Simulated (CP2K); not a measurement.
**GFN0-xTB run of C3H4B+ (SMILES Bc1c[cH+]1)**

What is the energy change on altering one bond length of C3H4B+ at GFN0-xTB? 

The results are computed with CP2K 2026.2.

### 1 Starting point

The species is C3H4B+ (8 atoms), meant as a singlet with charge +1. As SMILES, `Bc1c[cH+]1`. The coordinates come from a GFN2-xTB relaxation.

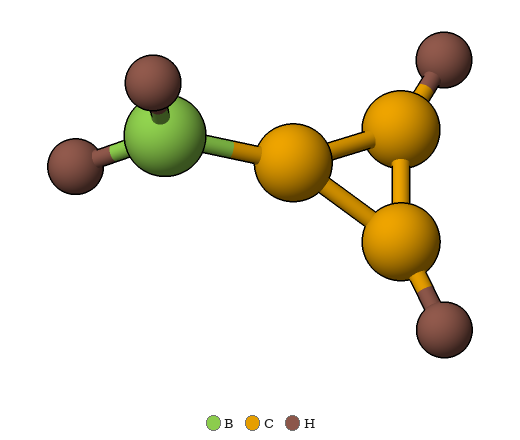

The structure, seen from a chosen angle (boron green, carbon amber, hydrogen brown).

### 2 Energy and forces at GFN0-xTB

Contents of molecule.inp:

```
&FORCE_EVAL
 METHOD Quickstep
 &DFT
  CHARGE 1
  MULTIPLICITY 1
  &QS
   METHOD XTB
   EPS_DEFAULT 1.0E-10
   &XTB
    GFN_TYPE 0
    CHECK_ATOMIC_CHARGES F
   &END XTB
  &END QS
  # cluster boundary conditions
  &POISSON
   PERIODIC NONE
   POISSON_SOLVER ANALYTIC
  &END POISSON
  # self-consistent field
  &SCF
   SCF_GUESS ATOMIC
   EPS_SCF 1.0E-06
   MAX_SCF 150
   ADDED_MOS 4
   &DIAGONALIZATION
    ALGORITHM STANDARD
   &END DIAGONALIZATION
   &MIXING
    METHOD DIRECT_P_MIXING
    ALPHA 0.4
   &END MIXING
   &SMEAR ON
    METHOD FERMI_DIRAC
    ELECTRONIC_TEMPERATURE [K] 300
   &END SMEAR
  &END SCF
  # extra output
  &PRINT
   &MOMENTS
    PERIODIC F
    REFERENCE COM
    MAX_MOMENT 1
   &END MOMENTS
   &MO ON
    ENERGIES T
    OCCUPATION_NUMBERS T
    NDIGITS 6
    &EACH
     QS_SCF 0
    &END EACH
    ADD_LAST NUMERIC
   &END MO
   &HIRSHFELD OFF
   &END HIRSHFELD
  &END PRINT
 &END DFT
 &SUBSYS
  &CELL
   ABC [angstrom] 14.2 16.1 14.7
   PERIODIC NONE
  &END CELL
  &COORD
   B     -0.203740     1.471510    -0.339970
   C     -0.003080     0.045170    -0.011230
   C      0.517160    -0.981960     0.808190
   C     -0.194020    -1.329870    -0.275240
   H     -1.127790     2.040950     0.083470
   H      0.559020     2.029250    -1.022170
   H      1.083000    -1.218790     1.682800
   H     -0.630560    -2.056260    -0.925840
  &END COORD
  &TOPOLOGY
   &CENTER_COORDINATES
   &END CENTER_COORDINATES
  &END TOPOLOGY
 &END SUBSYS
 &PRINT
  &FORCES ON
  &END FORCES
 &END PRINT
&END FORCE_EVAL

&GLOBAL
 PROJECT molecule
 RUN_TYPE ENERGY_FORCE
 PRINT_LEVEL MEDIUM
&END GLOBAL
```

The run is started by

```sh
$ OMP_NUM_THREADS=1 cp2k.psmp molecule.inp > molecule.out
```

The program printed:

```text
CP2K| version string:                                       CP2K version 2026.2
[...]
 GLOBAL| Method name                                                        CP2K
[...]
 GLOBAL| Run type                                                   ENERGY_FORCE
[...]
                             - Atoms:                                          8
[...]
                             - Spherical basis functions:                     24
[...]
 Number of electrons:                                                         18
[...]
  Fermi energy:                                                -0.31851967075888
[...]
 TB_DIPOLE| Moment [Debye]          0.30679065      -2.17728180       0.50225870
 TB_DIPOLE| Derivative [a.u.]       0.00000000       0.00000000       0.00000000
[...]
 ENERGY| Total FORCE_EVAL ( QS ) energy [hartree]             -8.053540555429521
 FORCES| Atomic forces [hartree/bohr]
 FORCES|   Atom     x               y               z               |f|
 FORCES|      1 -1.59932279E-03  1.20873752E-02 -2.82960014E-03   1.25167531E-02
 FORCES|      2  7.31559646E-03 -5.26426065E-02  1.21489765E-02   5.45193507E-02
 FORCES|      3 -1.05236174E-02  1.44797109E-02 -1.64258576E-02   2.42943892E-02
 FORCES|      4  5.34666685E-03  2.21832310E-02  7.88462673E-03   2.41422849E-02
 FORCES|      5 -7.91582630E-03  3.48375981E-03  4.08068081E-03   9.56288891E-03
 FORCES|      6  6.85364538E-03  3.16204913E-03 -5.52091967E-03   9.35155408E-03
 FORCES|      7  1.27719151E-03 -8.82312238E-04  1.90108734E-03   2.45434841E-03
 FORCES|      8 -7.54333726E-04 -1.87120721E-03 -1.23899396E-03   2.36760255E-03
 FORCES| Sum    -1.39970500E-16  2.12937307E-16  3.06829215E-16
 FORCES| Total atomic force                                       3.98846091E-16
[...]
```

Run time: 0.22 s. Hardware: 1 thread of Arm Neoverse V2, shared host.

### 3 The distorted shape at the same level

Contents of run.inp:

```
&GLOBAL
   PROJECT_NAME run
   RUN_TYPE ENERGY_FORCE
   PRINT_LEVEL MEDIUM
&END GLOBAL
&FORCE_EVAL
   METHOD QUICKSTEP
   &DFT
      CHARGE 1
      &QS
         METHOD XTB
         EPS_DEFAULT 1.0E-10
         &XTB
            GFN_TYPE 0
            CHECK_ATOMIC_CHARGES F
         &END XTB
      &END QS
      &POISSON
         PERIODIC NONE
         POISSON_SOLVER ANALYTIC
      &END POISSON
      &SCF
         SCF_GUESS ATOMIC
         EPS_SCF 1.0E-06
         MAX_SCF 150
         ADDED_MOS 4
         &DIAGONALIZATION
            ALGORITHM STANDARD
         &END DIAGONALIZATION
         &MIXING
            METHOD DIRECT_P_MIXING
            ALPHA 0.4
         &END MIXING
         &SMEAR ON
            METHOD FERMI_DIRAC
            ELECTRONIC_TEMPERATURE [K] 300
         &END SMEAR
      &END SCF
      &PRINT
         &MOMENTS
            PERIODIC F
            REFERENCE COM
            MAX_MOMENT 1
         &END MOMENTS
         &MO ON
            ENERGIES T
            OCCUPATION_NUMBERS T
            NDIGITS 6
            &EACH
               QS_SCF 0
            &END EACH
            ADD_LAST NUMERIC
         &END MO
         &HIRSHFELD OFF
         &END HIRSHFELD
      &END PRINT
   &END DFT
   &SUBSYS
      &CELL
         ABC 14.4 17.5 15
         PERIODIC NONE
      &END CELL
      &COORD
         B     -0.404394     2.897805    -0.668700
         C     -0.003080     0.045170    -0.011230
         C      0.517160    -0.981960     0.808190
         C     -0.194020    -1.329870    -0.275240
         H     -1.328444     3.467245    -0.245260
         H      0.358366     3.455545    -1.350900
         H      1.083000    -1.218790     1.682800
         H     -0.630560    -2.056260    -0.925840
      &END COORD
      &TOPOLOGY
         &CENTER_COORDINATES
         &END CENTER_COORDINATES
      &END TOPOLOGY
   &END SUBSYS
   &PRINT
      &FORCES ON
      &END FORCES
   &END PRINT
&END FORCE_EVAL
```

The run is started by

```sh
$ OMP_NUM_THREADS=1 cp2k.psmp -i run.inp > run.out 2>&1
```

The program printed:

```text
CP2K| version string:                                       CP2K version 2026.2
[...]
 GLOBAL| Method name                                                        CP2K
[...]
 GLOBAL| Run type                                                   ENERGY_FORCE
[...]
                             - Atoms:                                          8
[...]
                             - Spherical basis functions:                     24
[...]
 Number of electrons:                                                         18
[...]
  Fermi energy:                                                -0.34130681884667
[...]
 TB_DIPOLE| Moment [Debye]         -1.13917029       8.11811271      -1.87161527
 TB_DIPOLE| Derivative [a.u.]       0.00000000       0.00000000       0.00000000
[...]
 ENERGY| Total FORCE_EVAL ( QS ) energy [hartree]             -7.976596767331770
 FORCES| Atomic forces [hartree/bohr]
 FORCES|   Atom     x               y               z               |f|
 FORCES|      1 -4.80286628E-03  3.41555828E-02 -7.89565375E-03   3.53837916E-02
 FORCES|      2 -5.80217030E-04  4.51474539E-03 -1.03569143E-03   4.66821534E-03
 FORCES|      3 -3.12590815E-03  1.80237747E-03 -4.77159358E-03   5.98230488E-03
 FORCES|      4  2.09585634E-03  4.33372765E-03  3.32132943E-03   5.84850736E-03
 FORCES|      5 -3.41943143E-03 -1.81995442E-02  8.13997989E-03   2.02280793E-02
 FORCES|      6  8.56239682E-03 -1.83474635E-02  3.07332305E-04   2.02494076E-02
 FORCES|      7  9.72743415E-04 -3.96962694E-03  1.50987989E-03   4.35705234E-03
 FORCES|      8  2.97426304E-04 -4.28979868E-03  4.24417248E-04   4.32099122E-03
 FORCES| Sum    -2.11961525E-17 -1.64798730E-16  1.71412363E-16
 FORCES| Total atomic force                                       2.38725987E-16
[...]
```

Run time: 0.22 s. Hardware: 1 thread of Arm Neoverse V2, shared host.

### 4 Summary of results

At GFN0-xTB:

| quantity | value |
| --- | --- |
| first shape: total energy | -8.05354 Eh |
| first shape: HOMO energy | -12.49 eV |
| first shape: LUMO energy | -7.77 eV |
| first shape: HOMO–LUMO gap | 4.71 eV |
| first shape: dispersion energy | -3.16 kJ/mol |
| first shape: largest force on an atom | 2.803 eV/Å |
| distorted shape: total energy | -7.97660 Eh |
| distorted shape: HOMO energy | -11.31 eV |
| distorted shape: LUMO energy | -8.39 eV |
| distorted shape: HOMO–LUMO gap | 2.92 eV |
| distorted shape: dispersion energy | -2.94 kJ/mol |
| distorted shape: largest force on an atom | 1.820 eV/Å |
| energy change with the B1–C2 bond stretched from 1.477 to 2.955 Å | 2.094 eV |

With the B1–C2 bond stretched from 1.477 to 2.955 Å the energy rises by 2.09 eV (202 kJ/mol). The first shape isn't relaxed at this level, so the change isn't measured from a minimum. The largest force (first shape) is 2.80 eV/Å: the shape isn't a stationary point for this species at this level.
